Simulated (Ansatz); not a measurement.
C4H4F2

```yaml
atoms:
  - { symbol: C, position_ang: [-0.0347, -1.8180, 0.5272] }
  - { symbol: C, position_ang: [0.3875, -0.5561, 0.2444] }
  - { symbol: F, position_ang: [1.6753, -0.3215, 0.4364] }
  - { symbol: C, position_ang: [-0.3324, 0.5515, -0.2557] }
  - { symbol: C, position_ang: [0.0699, 1.7535, -0.5399] }
  - { symbol: F, position_ang: [-1.7235, 0.3265, -0.4584] }
  - { symbol: H, position_ang: [0.6083, -2.5422, 0.8913] }
  - { symbol: H, position_ang: [-1.0901, -2.0065, 0.3665] }
  - { symbol: H, position_ang: [-0.5928, 2.5490, -0.8521] }
  - { symbol: H, position_ang: [1.1156, 2.0125, -0.3565] }
```

Computed with SCF r2SCAN0, Gaussian basis (Ansatz 0.2.0).

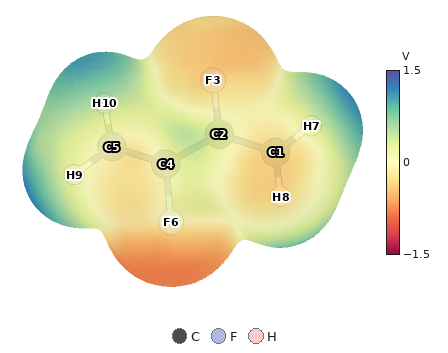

Figure 1. The electrostatic potential painted on the density surface at 0.002 e/bohr³, seen at a tilt; the colour scale runs from red (negative) to blue (positive).

> Describe the electrostatic potential map.

The most negative region (about −0.8 V) lies over F6, the most positive (about +1.2 V) over H7 and H9.

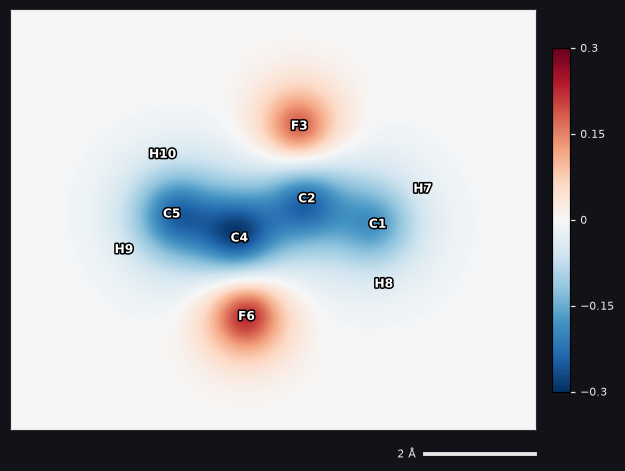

Figure 2. The HOMO−1 on a plane 0.8 Å above the molecular plane (values in Å⁻³ᐟ²; the overall sign is arbitrary).

> Where does this orbital lie, and at what energy?

It lies mainly on C4 (about 20 %), F6 (about 20 %), C5 (about 20 %), C2 (about 15 %), F3 (about 15 %) and C1 (about 10 %); it changes sign across the molecular plane (π type); π-bonding across C1–C2, C2–C4 and C4–C5; π-antibonding (a node) across C2–F3 and C4–F6. Its energy is −9.00 eV.

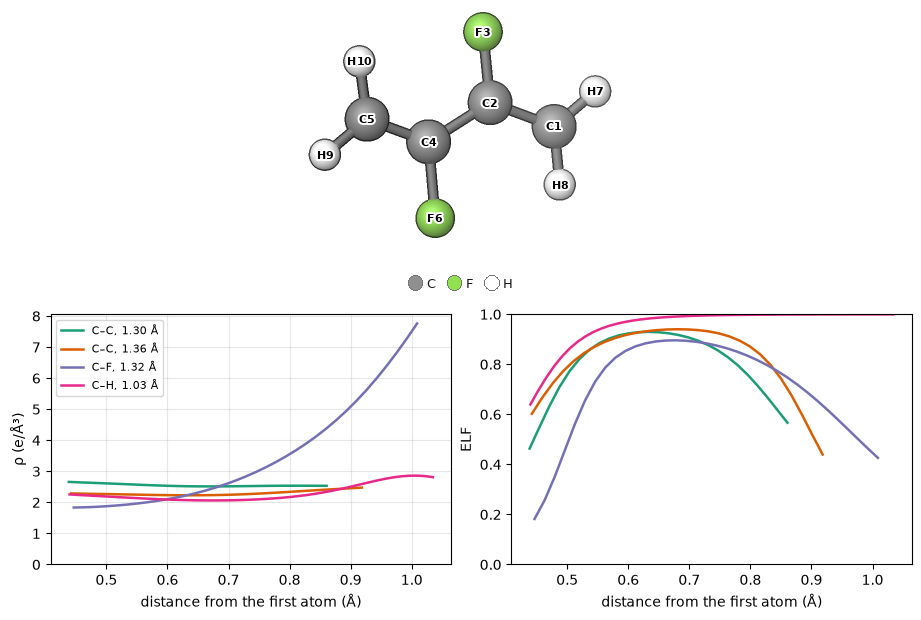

Figure 3. Electron density and electron localisation function along straight lines between neighbouring atoms. The curves leave out the atomic cores. The structure is drawn too.

> What kind of bonding do the profiles show?

C–C (1.30 Å): ρ is about 2.5 e/Å³ halfway; the ELF peaks at about 0.95 between the atoms (a multiple bond).
C–C (1.36 Å): the density is about 2.2 e/Å³ at the midpoint; the ELF peaks at about 0.95 between the atoms, as expected for localised, covalent bonding.
C–F (1.32 Å): ρ is about 2.4 e/Å³ halfway; the ELF peaks at about 0.90 between the atoms (a polar covalent bond).
C–H (1.03 Å): the density is about 2.2 e/Å³ at the midpoint; the ELF climbs to about 1 towards the hydrogen, as it does in any bond to H; an ordinary covalent bond to hydrogen.
